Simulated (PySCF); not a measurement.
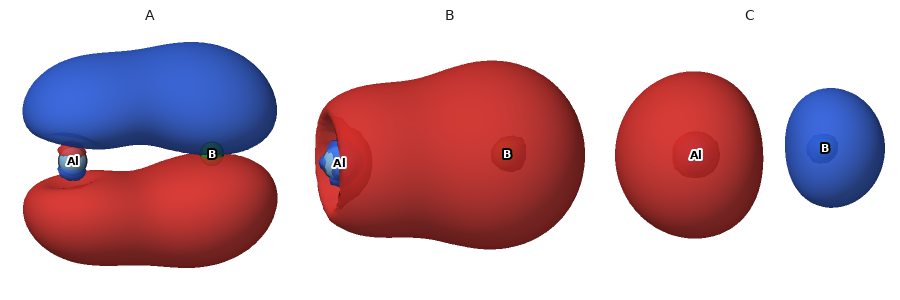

AlB (charge +1, doublet). Three frontier β-spin orbitals, each drawn at the value that holds 80 % of its norm (red and blue are the two phases), in no order; of a degenerate pair one member is drawn.

Level of theory: PBE0/aug-cc-pVDZ(-PP), non-relativistic Hamiltonian with scalar-relativistic core potentials where named, at a bond length of 2.745 Å (PySCF 2.14.0).

### Name the orbitals and rank them from lowest to highest energy.

Orbital B: σ, occupied in this spin, −16.92 eV; mainly on B (75 %).
Orbital C: σ, occupied in this spin, −13.90 eV; mainly on Al (75 %).
Orbital A: π, empty in this spin, −8.44 eV; bonding, with no node between the atoms.
